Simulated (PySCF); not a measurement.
# O, O⁺: ionisation energy in x2c-SVPall

Aim: the ionisation energy of oxygen from differences of total energies, at each level of theory, and how far each lands from the tabulated value where there is one.

Method: unrestricted determinants in a Gaussian basis, no spin-orbit coupling in the energies. Code: PySCF 2.14.0.

6 further runs of the same task are left out: 6 set aside as unsound or not needed.

## 1. What is computed

| Item | Value |
| --- | --- |
| Element | oxygen (Z = 8) |
| Basis | x2c-SVPall (3s2p1d, 14 functions) |
| Hamiltonian | the spin-free X2C one-electron Hamiltonian (Gaussian nucleus) |
| State 1 | O: [He] 2s2 2p4, high-spin 3P determinant |
| State 2 | O⁺: [He] 2s2 2p3, high-spin 4S determinant |
| Methods | UHF, BP86, TPSS, MP2, CCSD(T) |
| Core shells frozen in the correlated runs | valence: 1s2 (for O) |

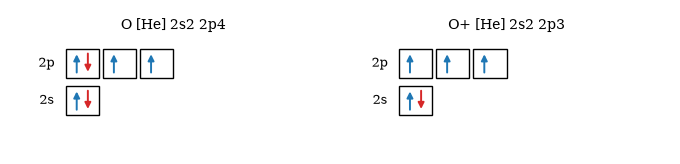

The shells outside the core, filled by Hund's rule for the drawing.

One driver process ran all states and methods and kept the integrals in memory. Each run is shown as a PySCF script that sums up its settings (the driver passes frozen orbitals as a list and adds second-order terms of double hybrids); the logs are those of the runs themselves. The driver starts from symmetry-adapted Hartree-Fock orbitals, holds the occupation by maximum overlap and uses a logarithmic radial grid for functionals, so a plain start would take other cycles.

It was started by

```
> OMP_NUM_THREADS=1 python atomrun2.py TASK.json OUT
```

The integrals over 14 functions and the set-up took 0.05 s of CPU time.

## 2. O

Level: UHF.

The input, input.py:

```python
from pyscf import gto, scf, dft, mp, cc
import basis_set_exchange as bse
mol = gto.M(atom="O 0 0 0", charge=0, spin=2, symmetry="D2h",
            basis=gto.basis.parse(bse.get_basis("x2c-SVPall", elements=["O"], fmt="nwchem", header=False)),
            nucmod="G")
mf = scf.UHF(mol).sfx2c1e()
mf.irrep_nelec = {'Ag': (2, 2), 'B1u': (1, 0), 'B2u': (1, 1), 'B3u': (1, 0)}
mf.kernel()
```

Level: BP86.

input.py, as changed from the run before:

```diff
@@ -5,3 +5,3 @@
             nucmod="G")
-mf = scf.UHF(mol).sfx2c1e()
+mf = dft.UKS(mol, xc="B88,P86").sfx2c1e()
 mf.irrep_nelec = {'Ag': (2, 2), 'B1u': (1, 0), 'B2u': (1, 1), 'B3u': (1, 0)}
```

Level: TPSS.

input.py, as changed from the run before:

```diff
@@ -5,3 +5,3 @@
             nucmod="G")
-mf = dft.UKS(mol, xc="B88,P86").sfx2c1e()
+mf = dft.UKS(mol, xc="TPSS").sfx2c1e()
 mf.irrep_nelec = {'Ag': (2, 2), 'B1u': (1, 0), 'B2u': (1, 1), 'B3u': (1, 0)}
```

Level: MP2 (valence).

input.py, as changed from the run before:

```diff
@@ -5,4 +5,5 @@
             nucmod="G")
-mf = dft.UKS(mol, xc="TPSS").sfx2c1e()
+mf = scf.UHF(mol).sfx2c1e()
 mf.irrep_nelec = {'Ag': (2, 2), 'B1u': (1, 0), 'B2u': (1, 1), 'B3u': (1, 0)}
 mf.kernel()
+mp.UMP2(mf, frozen=1).kernel()
```

Level: CCSD(T) (valence).

input.py, as changed from the run before:

```diff
@@ -8,2 +8,3 @@
 mf.kernel()
-mp.UMP2(mf, frozen=1).kernel()
+mycc = cc.CCSD(mf, frozen=1).run()
+mycc.ccsd_t()
```

## 3. O⁺

Level: UHF.

The input, input.py:

```python
from pyscf import gto, scf, dft, mp, cc
import basis_set_exchange as bse
mol = gto.M(atom="O 0 0 0", charge=1, spin=3, symmetry="D2h",
            basis=gto.basis.parse(bse.get_basis("x2c-SVPall", elements=["O"], fmt="nwchem", header=False)),
            nucmod="G")
mf = scf.UHF(mol).sfx2c1e()
mf.irrep_nelec = {'Ag': (2, 2), 'B1u': (1, 0), 'B2u': (1, 0), 'B3u': (1, 0)}
mf.kernel()
```

Level: BP86.

input.py, as changed from the run before:

```diff
@@ -5,3 +5,3 @@
             nucmod="G")
-mf = scf.UHF(mol).sfx2c1e()
+mf = dft.UKS(mol, xc="B88,P86").sfx2c1e()
 mf.irrep_nelec = {'Ag': (2, 2), 'B1u': (1, 0), 'B2u': (1, 0), 'B3u': (1, 0)}
```

Level: TPSS.

input.py, as changed from the run before:

```diff
@@ -5,3 +5,3 @@
             nucmod="G")
-mf = dft.UKS(mol, xc="B88,P86").sfx2c1e()
+mf = dft.UKS(mol, xc="TPSS").sfx2c1e()
 mf.irrep_nelec = {'Ag': (2, 2), 'B1u': (1, 0), 'B2u': (1, 0), 'B3u': (1, 0)}
```

Level: MP2 (valence).

input.py, as changed from the run before:

```diff
@@ -5,4 +5,5 @@
             nucmod="G")
-mf = dft.UKS(mol, xc="TPSS").sfx2c1e()
+mf = scf.UHF(mol).sfx2c1e()
 mf.irrep_nelec = {'Ag': (2, 2), 'B1u': (1, 0), 'B2u': (1, 0), 'B3u': (1, 0)}
 mf.kernel()
+mp.UMP2(mf, frozen=1).kernel()
```

Level: CCSD(T) (valence).

input.py, as changed from the run before:

```diff
@@ -8,2 +8,3 @@
 mf.kernel()
-mp.UMP2(mf, frozen=1).kernel()
+mycc = cc.CCSD(mf, frozen=1).run()
+mycc.ccsd_t()
```

What does the calculation give?

The runs gave:

| quantity | value |
| --- | --- |
| ionisation energy, O | UHF 12.072, CCSD(T) (valence) 12.969 eV; reference 13.608 |

Each level's miss and price (over 1 difference):

```csv
method,mean absolute miss against the measured value (with the measured fine structure taken into account where it is known) (eV),"CPU time, both states (s)"
UHF,1.537,0.12
BP86,0.461,0.16
TPSS,0.286,0.43
MP2 (valence),0.655,0.12
SCS-MP2 (valence),0.633,0.12
CCSD (valence),0.647,
CCSD(T) (valence),0.640,0.37
```

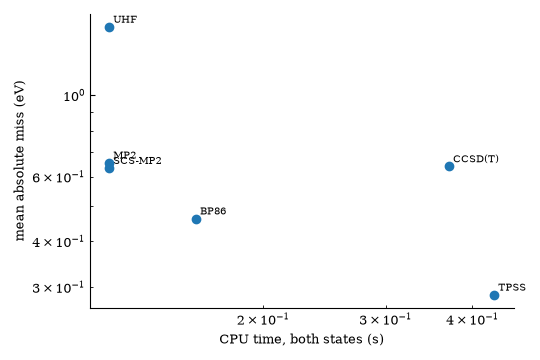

Miss against the measured value (with the measured fine structure taken into account where it is known) and CPU time.

**Reading.** Against experiment TPSS comes closest (off by 0.29 eV) and UHF is farthest (1.54 eV). Hartree-Fock falls short because the species with more electrons holds more correlation energy, which it lacks. All values hold for this basis alone; no basis-set limit was taken. The dearest level timed, TPSS, costs 3.6 times the cheapest, UHF, and differs from the measured value (with the measured fine structure taken into account where it is known) by 0.29 against 1.54 eV.
